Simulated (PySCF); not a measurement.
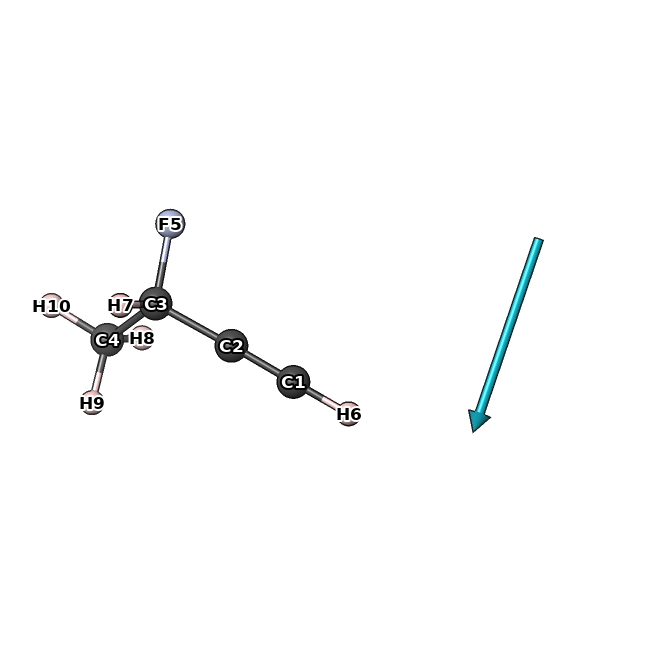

The arrow beside the molecule shows the direction of the dipole moment, from the negative to the positive end (its length means nothing). The geometry was computed by an optimisation with PBE0-D3(BJ)/def2-SVP. No frequency run is at hand to confirm it as a minimum. Properties computed with HF/pcSseg-2, gas phase (PySCF 2.14.0).

Estimate the dipole moment.

Answer. 2.08 D; it points from the side of F5 to the side of H9 (the outermost atoms at the two ends).
